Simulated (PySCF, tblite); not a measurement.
# C₆H₈Cl₂SSi: geometry, infrared bands and NMR shifts

Wanted: the infrared bands and NMR shifts of C₆H₈Cl₂SSi (`C#C[SiH2]/C(=C\SC)C(Cl)Cl`), by calculation.

Computed with tblite 0.8.0 and PySCF 2.14.0, with density-fitted response routines of our own, on a single molecule in the gas phase. Atoms count from 0, in the outputs and in this text.

### Step 1. Starting geometry

18 atoms, charge 0, multiplicity 1; geometry from: force field or distance geometry start.

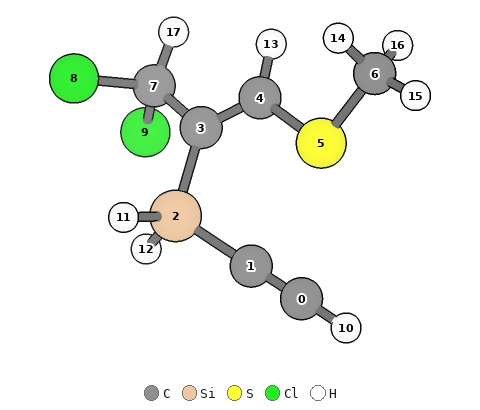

As it starts; carbon grey, silicon light orange, sulfur yellow, chlorine green, hydrogen white, atoms numbered; sticks join atoms by distance.

### Step 2. Optimising the geometry with GFN2-xTB

What the job is given:

```
{"job": {"kind": "relax", "xc": "GFN2-xTB", "basis": "xTB"}, "charge": 0, "multiplicity": 1}
C     -1.716000    -2.652300    -1.017800
C     -1.824000    -1.511400    -0.621900
Si    -1.958500     0.178000     0.028100
C     -0.397700     1.101900    -0.249400
C      0.775900     0.494500    -0.429000
S      0.923000    -1.307600    -0.460200
C      2.708500    -1.621700    -0.154600
C     -0.412600     2.588700    -0.236400
Cl    -1.020800     3.065600     1.366800
Cl    -1.487100     3.100400    -1.550800
H     -1.626600    -3.663900    -1.371500
H     -2.363400     0.122000     1.442300
H     -3.003000     0.894800    -0.773100
H      1.668600     1.132900    -0.589400
H      2.946600    -1.132300     0.799100
H      2.924800    -2.707100    -0.181500
H      3.245900    -1.087400    -0.957500
H      0.607700     3.011200    -0.319600
```

Run with:

```
> OMP_NUM_THREADS=1 python probes_run.py task.json out
```

The driver reads the jobs from task.json and runs them one after another.

Standard output:

```text
step      E/eV     max force
  0    -840.06236    2.079
  1    -840.19750    2.868
  2    -840.21104    4.360
  3    -840.33104    0.615
  4    -840.37131    0.549
  5    -840.42370    0.972
  6    -840.44162    0.512
  7    -840.45581    0.237
  8    -840.46463    0.394
  9    -840.47389    0.390
 10    -840.48096    0.219
 11    -840.48565    0.202
 12    -840.48911    0.185
 13    -840.49269    0.155
 14    -840.49769    0.200
 15    -840.50448    0.199
 16    -840.51203    0.225
 17    -840.51870    0.209
 18    -840.52433    0.216
 19    -840.52980    0.198
 20    -840.53491    0.188
 21    -840.53877    0.131
 22    -840.54175    0.148
 23    -840.54488    0.178
 24    -840.54861    0.164
 25    -840.55233    0.158
 26    -840.55524    0.122
 27    -840.55749    0.120
 28    -840.55988    0.130
 29    -840.56256    0.148
 30    -840.56499    0.117
 31    -840.56690    0.104
 32    -840.56847    0.091
 33    -840.56997    0.114
 34    -840.57154    0.093
 35    -840.57316    0.120
 36    -840.57475    0.096
 37    -840.57612    0.094
 38    -840.57698    0.059
 39    -840.57739    0.048
 40    -840.57767    0.042
 41    -840.57800    0.058
 42    -840.57848    0.065
 43    -840.57917    0.076
 44    -840.58003    0.090
 45    -840.58087    0.076
 46    -840.58150    0.073
 47    -840.58194    0.056
 48    -840.58242    0.054
 49    -840.58306    0.066
 50    -840.58379    0.077
 51    -840.58442    0.064
 52    -840.58492    0.067
 53    -840.58550    0.066
 54    -840.58639    0.090
 55    -840.58767    0.110
 56    -840.58891    0.082
 57    -840.58973    0.069
 58    -840.59031    0.097
 59    -840.59103    0.140
 60    -840.59204    0.152
 61    -840.59307    0.113
 62    -840.59372    0.057
 63    -840.59400    0.050
 64    -840.59438    0.138
 65    -840.59484    0.136
 66    -840.59613    0.056
 67    -840.59642    0.039
 68    -840.59675    0.040
 69    -840.59699    0.042
 70    -840.59735    0.036
 71    -840.59760    0.035
 72    -840.59780    0.035
 73    -840.59797    0.034
 74    -840.59818    0.034
 75    -840.59841    0.038
 76    -840.59866    0.040
 77    -840.59892    0.047
 78    -840.59925    0.050
 79    -840.59964    0.044
 80    -840.60000    0.049
 81    -840.60027    0.040
 82    -840.60046    0.030
 83    -840.60065    0.040
 84    -840.60088    0.046
 85    -840.60119    0.063
 86    -840.60153    0.055
 87    -840.60180    0.054
 88    -840.60200    0.032
 89    -840.60216    0.041
 90    -840.60230    0.046
 91    -840.60243    0.034
 92    -840.60254    0.021
 93    -840.60263    0.018
 94    -840.60272    0.030
 95    -840.60284    0.040
 96    -840.60304    0.046
 97    -840.60332    0.045
 98    -840.60363    0.039
 99    -840.60387    0.042
100    -840.60407    0.039
101    -840.60431    0.045
102    -840.60470    0.059
103    -840.60519    0.052
104    -840.60547    0.048
105    -840.60564    0.083
106    -840.60586    0.034
107    -840.60620    0.042
108    -840.60659    0.037
109    -840.60678    0.044
110    -840.60692    0.054
111    -840.60710    0.033
112    -840.60736    0.029
113    -840.60761    0.035
114    -840.60787    0.033
115    -840.60806    0.031
116    -840.60824    0.025
117    -840.60845    0.029
118    -840.60874    0.029
119    -840.60903    0.034
120    -840.60932    0.038
121    -840.60961    0.044
122    -840.60998    0.042
123    -840.61042    0.050
124    -840.61085    0.049
125    -840.61118    0.038
126    -840.61142    0.037
127    -840.61161    0.048
128    -840.61193    0.045
129    -840.61240    0.039
130    -840.61273    0.038
131    -840.61300    0.039
132    -840.61325    0.036
133    -840.61356    0.034
134    -840.61375    0.041
135    -840.61398    0.040
136    -840.61419    0.040
137    -840.61443    0.032
138    -840.61466    0.044
139    -840.61493    0.052
140    -840.61524    0.056
141    -840.61565    0.056
142    -840.61603    0.060
143    -840.61652    0.068
144    -840.61688    0.076
145    -840.61712    0.029
146    -840.61719    0.047
147    -840.61725    0.016
148    -840.61730    0.016
149    -840.61734    0.018
150    -840.61738    0.014
151    -840.61742    0.014
152    -840.61747    0.014
153    -840.61752    0.014
154    -840.61755    0.012
155    -840.61759    0.013
156    -840.61764    0.017
157    -840.61772    0.028
158    -840.61783    0.039
159    -840.61799    0.048
160    -840.61826    0.047
161    -840.61869    0.056
162    -840.61928    0.061
163    -840.61994    0.081
164    -840.62053    0.120
165    -840.62102    0.055
166    -840.62146    0.111
167    -840.62200    0.063
168    -840.62249    0.080
169    -840.62281    0.041
170    -840.62303    0.035
171    -840.62334    0.040
172    -840.62349    0.041
173    -840.62363    0.027
174    -840.62375    0.055
175    -840.62393    0.030
176    -840.62414    0.035
177    -840.62437    0.050
178    -840.62454    0.030
179    -840.62472    0.033
180    -840.62490    0.035
181    -840.62508    0.033
182    -840.62526    0.027
183    -840.62540    0.026
184    -840.62550    0.023
185    -840.62563    0.020
186    -840.62572    0.036
187    -840.62579    0.029
188    -840.62585    0.022
189    -840.62591    0.019
190    -840.62598    0.023
191    -840.62607    0.022
192    -840.62614    0.025
193    -840.62620    0.017
194    -840.62626    0.018
195    -840.62631    0.017
196    -840.62639    0.016
197    -840.62649    0.021
198    -840.62661    0.027
199    -840.62673    0.030
200    -840.62685    0.025
201    -840.62697    0.021
202    -840.62709    0.024
203    -840.62720    0.044
204    -840.62732    0.050
205    -840.62742    0.043
206    -840.62750    0.034
207    -840.62758    0.023
208    -840.62767    0.024
209    -840.62777    0.021
210    -840.62786    0.028
211    -840.62789    0.036
212    -840.62794    0.011
213    -840.62797    0.026
214    -840.62800    0.016
215    -840.62803    0.022
216    -840.62805    0.021
217    -840.62806    0.015
218    -840.62807    0.006
```

Run time: 2.5 s. Hardware: 1 thread of Arm Neoverse V2, shared host; peak memory 0.18 GiB.

Step by step: (not every step is listed)

```csv
step,energy from step 0 (eV),largest force (eV/Å)
0,0.0000,2.0790
1,-0.1351,2.8682
2,-0.1487,4.3602
3,-0.2687,0.6146
4,-0.3089,0.5485
5,-0.3613,0.9718
6,-0.3793,0.5121
7,-0.3935,0.2367
8,-0.4023,0.3944
28,-0.4975,0.1304
48,-0.5201,0.0542
68,-0.5344,0.0401
88,-0.5396,0.0319
108,-0.5442,0.0365
128,-0.5496,0.0451
148,-0.5549,0.0162
168,-0.5601,0.0798
188,-0.5635,0.0221
208,-0.5653,0.0235
213,-0.5656,0.0255
214,-0.5656,0.0164
215,-0.5657,0.0220
216,-0.5657,0.0205
217,-0.5657,0.0149
218,-0.5657,0.0059
```

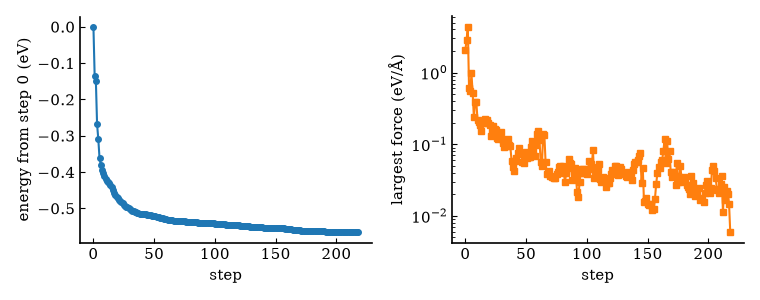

Energy and force, step by step.

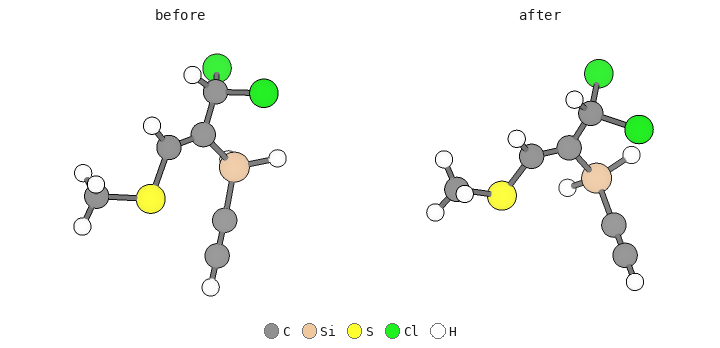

The geometry before (left) and after (right).

Close pairs (by a distance rule), those that changed most:

```csv
bond,before (Å),after (Å),change (Å)
C4–S5,1.808,1.741,-0.067
Si2–C3,1.835,1.896,+0.061
Si2–H12,1.499,1.461,-0.038
C1–Si2,1.815,1.850,+0.035
C4–H13,1.109,1.083,-0.026
C0–H10,1.075,1.053,-0.023
C6–H15,1.107,1.085,-0.022
C6–H16,1.104,1.086,-0.018
```

The final coordinates are the input of the step that follows.

### Step 3. Harmonic vibrations with GFN2-xTB

What the job is given:

```
{"job": {"kind": "ir", "xc": "GFN2-xTB", "basis": "xTB"}, "charge": 0, "multiplicity": 1}
C     -2.541532    -2.005650    -1.839280
C     -2.287837    -1.254863    -0.935216
Si    -1.886208    -0.082343     0.437988
C     -0.335573     0.848706    -0.131014
C      0.892051     0.325548    -0.101491
S      1.261830    -1.271809     0.484125
C      3.060080    -1.296990     0.193273
C     -0.498958     2.221646    -0.656019
Cl    -1.028672     3.329789     0.646907
Cl    -1.725407     2.247149    -1.950062
H     -2.765261    -2.666013    -2.627783
H     -1.557322    -0.821529     1.658446
H     -2.983948     0.862648     0.628854
H      1.761147     0.872465    -0.445310
H      3.533867    -0.499457     0.758275
H      3.417281    -2.260080     0.542518
H      3.258588    -1.192291    -0.869437
H      0.417116     2.649390    -1.071190
```

Standard output:

```text
mode    cm-1     km/mol
  1      13.4      0.14
  2      35.1      0.24
  3      40.0      3.08
  4      64.2      0.48
  5     106.3      0.22
  6     112.4      0.81
  7     132.2      3.75
  8     142.5      0.07
  9     197.8      3.86
 10     216.1      0.85
 11     237.5      0.86
 12     252.6      0.92
 13     274.7      9.91
 14     327.8      4.50
 15     437.1     27.45
 16     460.9     65.59
 17     516.2     23.16
 18     574.1     25.24
 19     586.1     14.79
 20     639.2      7.14
 21     658.8     14.26
 22     680.6     27.26
 23     681.9     28.09
 24     700.6     32.90
 25     725.7      9.41
 26     729.3    323.52
 27     767.7    180.14
 28     812.7     17.58
 29     879.2     18.66
 30     938.5      1.42
 31     958.8     15.14
 32    1133.7     15.66
 33    1155.2     48.59
 34    1183.8     37.32
 35    1268.8     20.26
 36    1315.1      0.59
 37    1444.7     12.37
 38    1451.1      7.88
 39    1610.4    234.16
 40    2208.7     37.51
 41    2252.1    293.94
 42    2281.7    240.87
 43    2922.3      5.15
 44    3020.1     18.70
 45    3027.9      4.71
 46    3035.1      6.23
 47    3065.3      2.26
 48    3352.4      0.43
```

It took 1.1 s on 1 thread of Arm Neoverse V2, shared host; peak memory 0.18 GiB.

Which atoms move in the most intense modes:

```csv
cm⁻¹,km/mol,atoms
461,65.6,"C3 32 %, H11 18 %, H12 14 %"
729,323.5,"Si2 33 %, H12 23 %, H11 21 %"
768,180.1,"H12 48 %, H11 45 %"
1155,48.6,H17 91 %
1610,234.2,"C3 54 %, C4 44 %"
2209,37.5,"C1 56 %, C0 34 %"
2252,293.9,H11 95 %
2282,240.9,H12 96 %
```

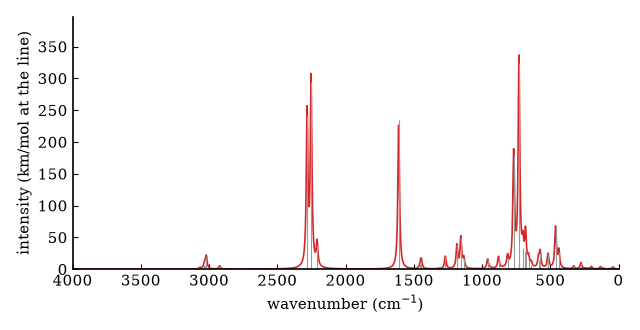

The infrared spectrum from these modes, unscaled. Lines are broadened to a width of 14 cm⁻¹ (Lorentzian).

### Step 4. NMR shieldings: PBE0/pcSseg-1

The job, as its differences from that of step 3:

```diff
@@ -1,2 +1,2 @@
-{"job": {"kind": "ir", "xc": "GFN2-xTB", "basis": "xTB"}, "charge": 0, "multiplicity": 1}
+{"job": {"kind": "nmr", "xc": "PBE0", "basis": "pcSseg-1"}, "charge": 0, "multiplicity": 1}
 C     -2.541532    -2.005650    -1.839280
```

Level: GIAO PBE0/pcSseg-1 NMR shielding, non-relativistic, gas phase.

Standard output:

```text
coarse grid: 17976 points
cycle   1  E = -1840.3670243473  dE =  1.194e+00  |g| = 5.349e-01  |ddm| = 4.182e+00
cycle   2  E = -1840.3335754856  dE =  3.345e-02  |g| = 6.712e-01  |ddm| = 1.281e+00
cycle   3  E = -1840.4395136879  dE = -1.059e-01  |g| = 1.133e-01  |ddm| = 6.980e-01
cycle   4  E = -1840.4418755169  dE = -2.362e-03  |g| = 5.811e-02  |ddm| = 1.336e-01
cycle   5  E = -1840.4426214714  dE = -7.460e-04  |g| = 2.322e-02  |ddm| = 5.585e-02
cycle   6  E = -1840.4427489173  dE = -1.274e-04  |g| = 5.452e-03  |ddm| = 2.081e-02
cycle   7  E = -1840.4427554569  dE = -6.540e-06  |g| = 2.452e-03  |ddm| = 8.391e-03
final grid: 157392 points
cycle   8  E = -1840.5045771052  dE = -2.959e-05  |g| = 1.160e-02  |ddm| = 4.074e-02
cycle   9  E = -1840.5045192415  dE =  5.786e-05  |g| = 1.852e-02  |ddm| = 3.104e-02
cycle  10  E = -1840.5046082653  dE = -8.902e-05  |g| = 3.247e-03  |ddm| = 2.138e-02
cycle  11  E = -1840.5046106282  dE = -2.363e-06  |g| = 8.674e-04  |ddm| = 3.136e-03
cycle  12  E = -1840.5046108014  dE = -1.732e-07  |g| = 2.871e-04  |ddm| = 9.418e-04
cycle  13  E = -1840.5046108212  dE = -1.980e-08  |g| = 7.037e-05  |ddm| = 2.519e-04
cycle  14  E = -1840.5046108223  dE = -1.151e-09  |g| = 2.131e-05  |ddm| = 8.795e-05
cycle  15  E = -1840.5046108225  dE = -1.105e-10  |g| = 7.025e-06  |ddm| = 2.676e-05
converged SCF energy = -1840.5046108225

GIAO shielding tensors (ppm)
atom      isotropic    diamagn.    paramagn.     s11        s22        s33       span
  0 C       83.168     261.096    -177.928     -3.263      2.601    250.166    253.429
  1 C      100.971     257.953    -156.982      2.663     11.711    288.539    285.877
  2 Si     431.150     879.280    -448.130    420.405    430.507    442.538     22.133
  3 C       49.995     258.955    -208.960    -47.133     50.351    146.767    193.900
  4 C       32.813     258.556    -225.743    -59.074     42.166    115.347    174.422
  5 S      484.722    1058.950    -574.228    336.024    455.824    662.318    326.294
  6 C      164.604     251.262     -86.658    142.601    162.389    188.822     46.221
  7 C       96.231     240.875    -144.643     70.938    105.758    111.998     41.060
  8 Cl     611.146    1145.175    -534.030    271.742    573.099    988.596    716.854
  9 Cl     625.922    1145.513    -519.591    326.389    581.230    970.146    643.757
 10 H       29.839      33.205      -3.366     24.548     24.666     40.303     15.755
 11 H       26.979      28.184      -1.205     24.016     25.710     31.212      7.197
 12 H       26.557      26.824      -0.267     22.814     26.633     30.225      7.411
 13 H       25.007      34.633      -9.625     21.962     22.527     30.532      8.570
 14 H       29.258      29.641      -0.383     24.015     27.488     36.270     12.255
 15 H       29.631      28.538       1.093     24.608     26.495     37.790     13.182
 16 H       29.182      30.118      -0.936     23.876     27.551     36.118     12.242
 17 H       25.458      28.485      -3.026     22.260     24.868     29.247      6.986
```

It took 63 s on 1 thread of Arm Neoverse V2, shared host; peak memory 1.1 GiB.

Shifts follow as δ = σ(reference) − σ, with reference shieldings (ppm) from runs at the same level and on the same kind of geometry: 1H TMS 31.72, 13C TMS 186.9, 29Si TMS 349.2, 33S CS2 504, 35Cl HCl 950. The references are single molecules in the gas phase. Atoms listed in one row are averaged.

```csv
atoms,environment,σ (ppm),δ (ppm),δ scaled to CDCl3
C4,alkene CH,32.8,154.1,144.1
C3,fully substituted alkene carbon,50.0,136.9,131.7
C0,terminal alkyne carbon,83.2,103.8,99.4
C7,allylic sp3 CH bonded to 2 Cl,96.2,90.7,86.6
C1,alkyne carbon,101.0,86.0,82.0
C6,methyl carbon bonded to S,164.6,22.3,15.5
H13,hydrogen on an alkene CH,25.01,6.71,6.43
H17,hydrogen on an allylic sp3 CH bonded to 2 Cl,25.46,6.26,6.01
"H11, H12",hydrogen on a silicon bonded to 2 C,26.77,4.95,–
"H14, H15, H16",hydrogen on a methyl carbon bonded to S,29.36,2.36,2.33
H10,hydrogen on a terminal alkyne carbon,29.84,1.88,1.88
Si2,"silicon bonded to 2 C, 2 H",431.2,-82.0,–
S5,sulfide sulfur,485,19,–
"Cl8, Cl9",chlorine bonded to C,619,331,–
```

The scaled column applies a straight-line fit of computed shieldings to shifts measured in CDCl3, with any fitted terms for Cl, Br or S neighbours (root-mean-square error 0.16 ppm for H, 1.9 ppm for C).

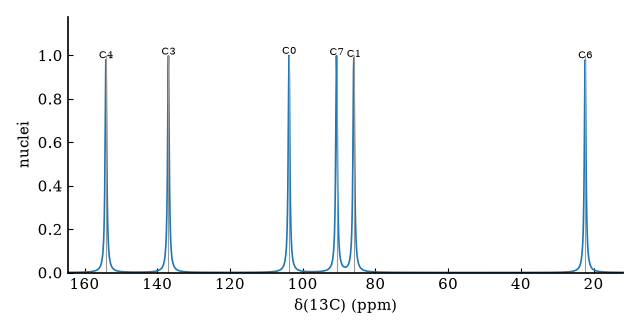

13C lines at the computed shifts, without couplings. Lines are broadened to a width of 0.53 ppm (Lorentzian).

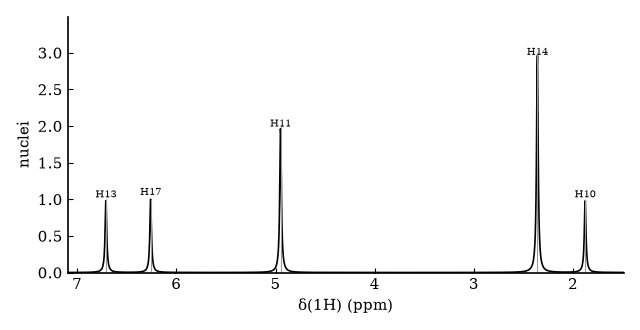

1H lines at the computed shifts, without couplings. Lines are broadened to a width of 0.02 ppm (Lorentzian).

The run also stored atomic charges by several schemes (e):

```csv
atoms,Mulliken,IAO,Hirshfeld,ESP fit
C0,-0.21,-0.18,-0.09,-0.33
C1,-0.15,-0.32,-0.16,-0.18
Si2,0.77,0.75,0.32,0.50
C3,-0.36,-0.31,-0.13,-0.11
C4,-0.18,-0.23,-0.05,-0.04
S5,0.06,0.20,0.07,-0.07
C6,-0.39,-0.50,-0.11,-0.45
C7,-0.20,-0.08,0.03,-0.48
"Cl8, Cl9",-0.06,-0.08,-0.05,-0.02
```

IAO charges:

C0 -0.18; C1 -0.32; Si2 0.75; C3 -0.31; C4 -0.23; S5 0.20; C6 -0.50; C7 -0.08; Cl8 -0.08; Cl9 -0.07; H10 0.20; H11 -0.10; H12 -0.09; H13 0.15; H14 0.16; H15 0.18; H16 0.16; H17 0.18

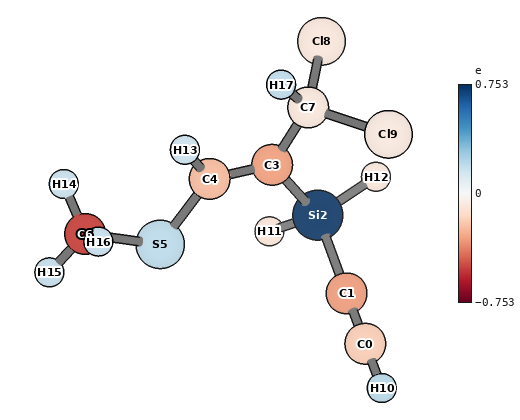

IAO charges, as colours on the atoms.

Mayer bond orders: C0–C1 2.55, C1–Si2 0.91, Si2–C3 0.81, C3–C4 1.77, C4–S5 1.09, S5–C6 1.00, C3–C7 0.99, C7–Cl8 1.00, C7–Cl9 1.01.

### Step 5. Outcome

| quantity | value |
| --- | --- |
| strongest single infrared mode (GFN2-xTB) | 729 cm⁻¹, 324 km/mol |
| zero-point energy (GFN2-xTB) | 70.9 kcal/mol |
| 13C shifts against TMS (PBE0/pcSseg-1) | 154.1, 136.9, 103.8, 90.7, 86.0, 22.3 ppm |
| 1H shifts against TMS (PBE0/pcSseg-1, means over atoms taken as alike) | 6.71, 6.26, 4.95, 2.36, 1.88 ppm |
| 29Si shifts against TMS (PBE0/pcSseg-1) | -82.0 ppm |
| 33S shifts against CS2 (PBE0/pcSseg-1) | 19 ppm |
| 35Cl shifts against HCl (PBE0/pcSseg-1, means over atoms taken as alike) | 331 ppm |

In words: The optimisation took 218 steps and gained 0.566 eV; among the close pairs (by a distance rule), C4–S5 changed most, from 1.808 to 1.741 Å. All 48 modes are real, so the xTB geometry is a minimum. GFN2-xTB is a fitted tight-binding method: band positions and strengths are rough. Its intensities can rank the bands wrongly. C7 stands next to heavy halogen, whose spin-orbit shielding this run leaves out, so the computed shift lies too far downfield, most of all for carbon beside Br or I. H13 (hydrogen on an alkene CH) lies farthest downfield among hydrogen, at 6.71 ppm; attached to an sp2 carbon and in the plane of the double bond. At PBE0/pcSseg-1: Shielding is most anisotropic at Cl8, Cl9 (span 680 ppm, paramagnetic term -527 ppm).
